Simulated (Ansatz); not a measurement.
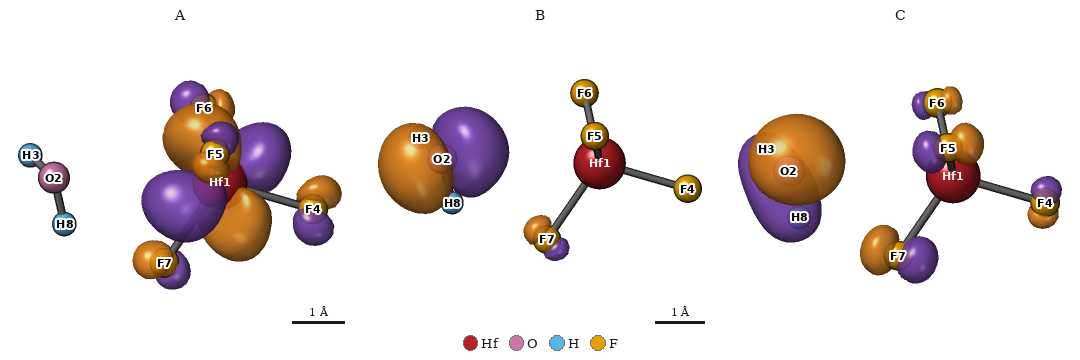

Figure 1: F4Hf···H2O. Three frontier orbitals at ±0.15 Å⁻³ᐟ² (orange and purple are the two phases), in no order.

Core potentials replace the inner electrons of Hf; not at a stationary point (largest force 0.9 eV/Å).

All numbers below come from Ansatz, RKS PBE/def2-SVP.

The calculation's input:

```
crystal:
  periodic: [false, false, false]
  atoms:
    - { symbol: Hf, position_ang: [0.0, 0.0, 0.0] }
    - { symbol: O, position_ang: [0.0, 0.0, 2.42] }
    - { symbol: H, position_ang: [-0.9095, -0.2814, 2.7571] }
    - { symbol: F, position_ang: [1.8671, 0.0, -0.6593] }
    - { symbol: F, position_ang: [-0.9326, 1.6157, -0.6593] }
    - { symbol: F, position_ang: [-0.9326, -1.6157, -0.6593] }
    - { symbol: F, position_ang: [1.19, -1.8071, 0.7189] }
    - { symbol: H, position_ang: [0.77, -1.1692, 1.8915] }
basis:
  gaussian: { orbitals: def2-SVP }
hamiltonian:
  xc: pbe
relax:
  f_tol: 0.15
  max_steps: 25
  restrain:
    - { distance: [0, 6], at: 1.98, k: 30.0 }
    - { distance: [7, 1], at: 1.01, k: 30.0 }
    - { distance: [0, 1], at: 3.27, k: 30.0 }
    - { distance: [7, 6], at: 2.12, k: 30.0 }
output:
  orbitals: {}
```

Run with:

```sh
ansatz run input.yaml --threads 2 --pin off --max-ram 3072MiB --backend cpu --events-out ev --progress --plain --runs-dir out
```

The fields are those of the run's last geometry, not of the input's.

Order the three orbitals by energy and name them.

C is the HOMO−1 (−9.38 eV). By Hirshfeld shares it lies mainly on O2 (about 70 %), F7 (about 10 %) and H8 (about 5 %); largely a lone pair of O2. B is the HOMO (−7.45 eV). It lies mainly on O2 (about 85 %); largely a lone pair of O2. A is the LUMO (−1.61 eV). It lies mainly on Hf1 (about 75 %), F4 (about 10 %) and F6 (about 5 %).

What is the HOMO–LUMO gap?

5.84 eV between the orbital energies.
